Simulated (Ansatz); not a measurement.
# C₂H₇AlO₂ (SMILES C[O][Al]([CH3])[OH]): what the fields show

Input

```
crystal:
  periodic: [false, false, false]
  atoms:
    - {symbol: C, position_ang: [0.115634, -0.584584, -1.553829]}
    - {symbol: C, position_ang: [-0.553112, 3.016518, 1.085883]}
    - {symbol: Al, position_ang: [-0.980583, 1.251969, 0.420095]}
    - {symbol: O, position_ang: [-0.011606, 0.563092, -0.792434]}
    - {symbol: O, position_ang: [-2.318098, 0.415653, 1.065674]}
    - {symbol: H, position_ang: [0.050148, -0.353379, -2.632855]}
    - {symbol: H, position_ang: [-0.662170, -1.343116, -1.334990]}
    - {symbol: H, position_ang: [1.096392, -1.065850, -1.384754]}
    - {symbol: H, position_ang: [-1.339133, 3.400126, 1.753485]}
    - {symbol: H, position_ang: [0.393001, 2.999997, 1.651352]}
    - {symbol: H, position_ang: [-0.418457, 3.732182, 0.259372]}
    - {symbol: H, position_ang: [-2.622432, -0.459802, 0.825495]}
basis:
  gaussian:
    orbitals: def2-TZVPD
output: {forces: true, orbitals: {seedname: orbitals}}
hamiltonian:
  xc: {name: PBE0}
```

Command:

```sh
ansatz run input.yaml --threads 2 --pin off --max-ram 4350MiB --events-out events.jsonl --progress --plain --runs-dir runs
```

Geometry: PBE0-D3(BJ)/def2-SVP.

Theory: isolated molecule in a Gaussian basis; Kohn-Sham density functional theory, functional PBE0 (Ansatz 0.2.0).

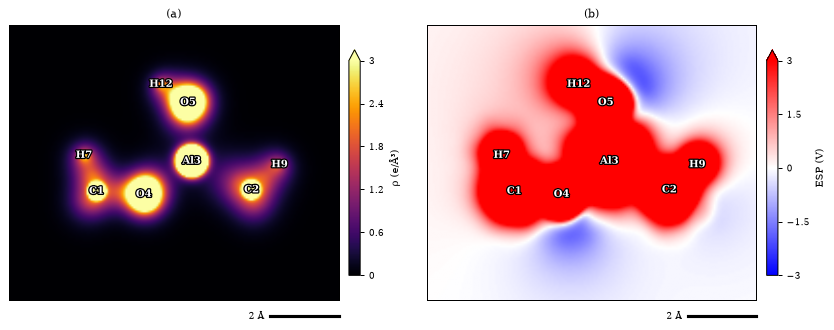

Figure 1. (a) total electron density; (b) electrostatic potential on the plane of atoms C2, Al3 and O5.

### Read the bonding off the picture.

The section cuts through C, Al, O and H sites. C–O (1.38 Å): ρ at the midpoint is about 2.2 e/Å³, with its minimum of 1.8 e/Å³ about 0.5 Å from C. Al–O (1.70 Å): ρ is about 0.87 e/Å³ halfway. C–Al (1.93 Å): the density is about 0.75 e/Å³ at the midpoint. O–H (0.96 Å): the density is about 3.7 e/Å³ at the midpoint. C–H (1.10 Å): ρ at the midpoint is about 1.9 e/Å³. Outside the dense part of the molecule the potential is most negative (−2.0 V) near O5.

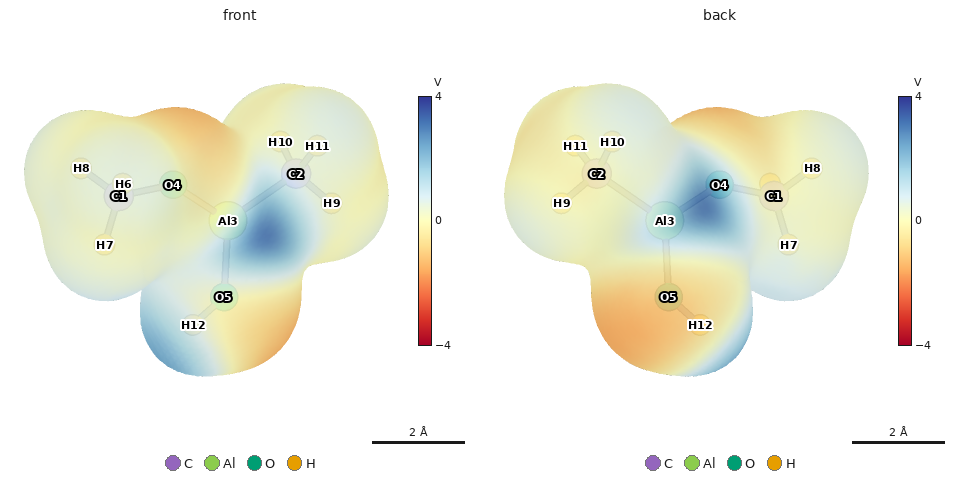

Figure 2. The molecular electrostatic potential painted on the density surface at 0.002 e/bohr³, seen from the front and from behind; red is negative and blue positive.

### Describe the electrostatic potential map.

The most negative region (about −1.5 V) lies over O5, the most positive (about +3.1 V) over Al3. O5 is the likeliest acceptor of a hydrogen bond.

### What dipole moment does the calculation give?

Its dipole moment is 1.12 D.

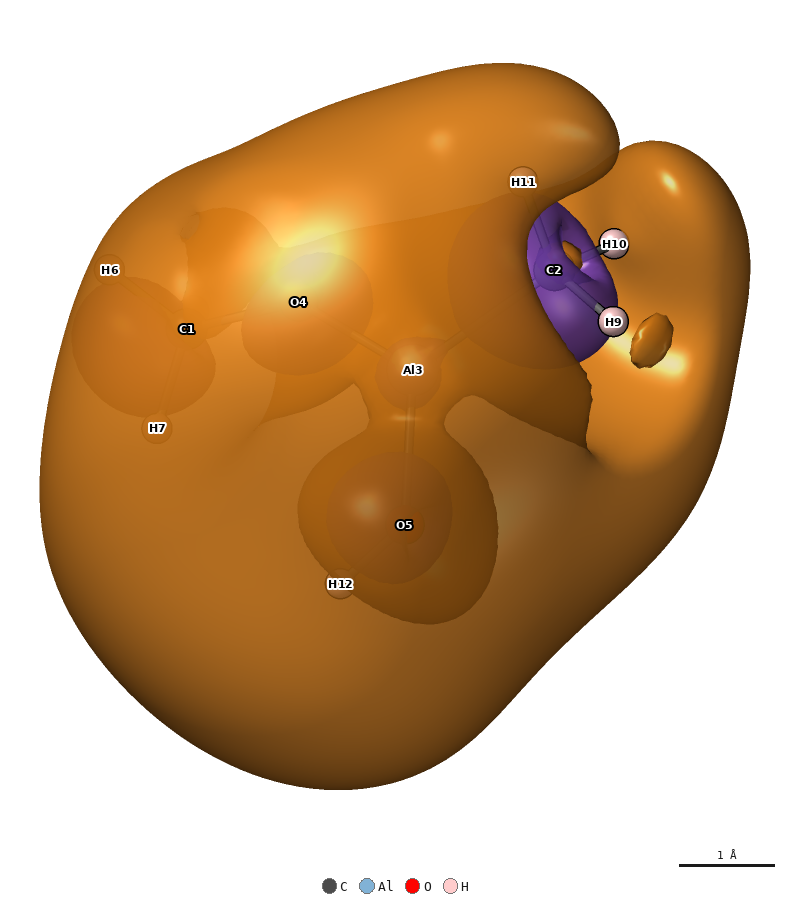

Figure 3. The LUMO at ±0.04 Å⁻³ᐟ² (orange and purple are the two phases), seen at a tilt.

### Where does this orbital lie, and at what energy?

Its weight (Hirshfeld) is mainly on Al3 (about 50 %), H12 (about 15 %), O5 (about 5 %) and C2 (about 5 %). Its energy is −0.54 eV.
